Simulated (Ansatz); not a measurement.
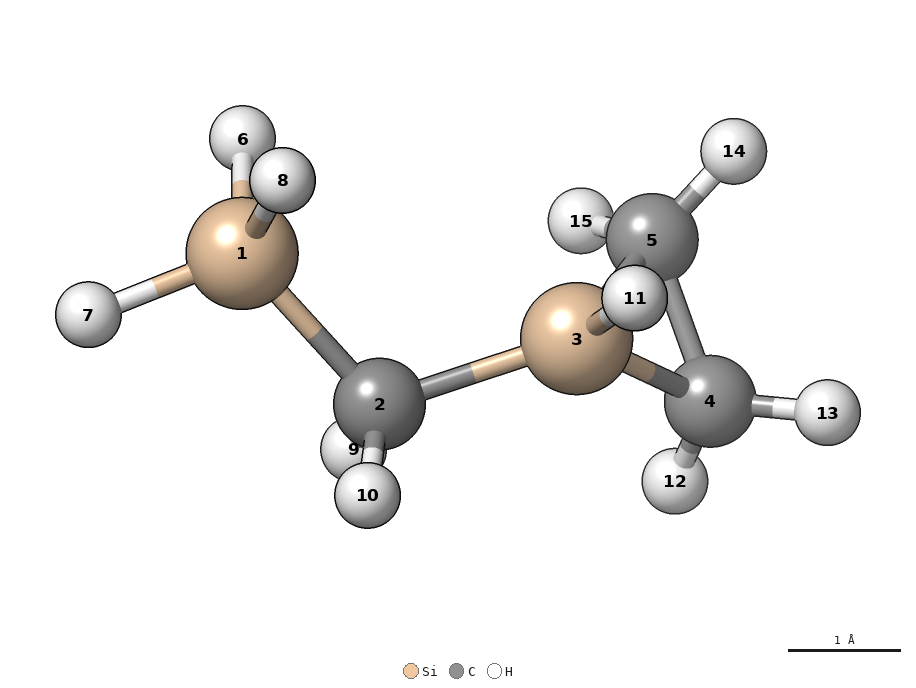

Atoms carry their numbers in the input. Computed geometry: PBE0-D4/def2-TZVP optimisation. No frequency run is at hand to confirm it as a minimum.

Q: Describe the coordination of atom 1.

A: Si1 has 4 neighbours (C2 at 1.87, H6 at 1.49, H7 at 1.49, H8 at 1.49 Å); the arrangement is tetrahedral.

Q: What is the geometry at C2?

A: C2 has 4 neighbours (Si1 at 1.87, Si3 at 1.86, H9 at 1.09, H10 at 1.09 Å); the arrangement is tetrahedral.

Q: What is the dihedral angle Si1–C2–Si3–C5?

A: 80° in size, that is about perpendicular.
